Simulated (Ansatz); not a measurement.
Fields on a plane of Re (hcp, Mg type)

```xyz
2
Lattice="2.7509 0.0000 0.0000 -1.3755 2.3824 0.0000 0.0000 0.0000 4.4416" Properties=species:S:1:pos:R:3 pbc="T T T"
Re     0.0000     1.5883     3.3312
Re     1.3755     0.7941     1.1104
```

The slice is a (0001) plane (indices of the conventional cell) through the point (0.667, 0.333, 0.250) (fractional), spanned by u = [110] and v = [1 -1 0] in vectors of this cell: u (2.75 Å) and v (4.76 Å, at 90° to u). It covers one period; positions are fractions (u, v).

Atoms on it: Re at (0.00, 0.00); Re at (0.50, 0.50).

The numbers are results of PBEsol (plane waves to 420 eV, PAW, scalar-relativistic; Ansatz, an electronic-structure program), not measurements. k mesh 19×19×11. Inside the PAW spheres the values are not all-electron values, and peaks at nuclei hang on which shells count as valence. Re is run without spin polarisation. Re was relaxed with its symmetry unable to fall. Spin-orbit coupling is left out, though Re is heavy. The PAW data are Ansatz's earlier set.

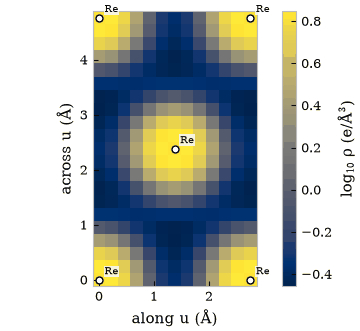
Figure: Log₁₀ of the valence density in e/Å³, one period of the plane, atoms marked. The scale is logarithmic, as a density can span decades between atoms and voids.

```tsv
v \ u	0.00	0.08	0.17	0.25	0.33	0.42	0.50	0.58	0.67	0.75	0.83	0.92
0.90	x	x	x	x	<6.0	10.7	12.9	10.7	<6.0	x	x	x
0.80	x	x	<6.0	8.4	11.5	13.1	13.6	13.1	11.5	8.4	<6.0	x
0.70	13.4	12.9	11.3	8.4	<6.0	x	x	x	<6.0	8.4	11.3	12.9
0.60	12.7	10.5	<6.0	x	x	x	x	x	x	x	<6.0	10.5
0.50	10.8	7.5	x	x	x	x	x	x	x	x	x	7.5
0.40	12.9	10.7	<6.0	x	x	x	x	x	x	x	<6.0	10.7
0.30	13.6	13.1	11.5	8.4	<6.0	x	x	x	<6.0	8.4	11.5	13.1
0.20	x	x	<6.0	8.4	11.3	12.9	13.4	12.9	11.3	8.4	<6.0	x
0.10	x	x	x	x	<6.0	10.5	12.7	10.5	<6.0	x	x	x
0.00	x	x	x	x	x	7.5	10.8	7.5	x	x	x	x
```

Values: electrostatic potential energy of an electron, from the cell's mean, in eV. Points within 1 Å of a nucleus are blanked (x), as the pseudised field means little there. Values under 6 eV are set to 6. The zero, the cell's mean, hangs on the PAW cores.

| Quantity | Result |
|---|---|
| Density on the Re–Re line (2.75 Å) at its midpoint | 0.43 e/Å³ |
| ELF at that point | 0.38 |
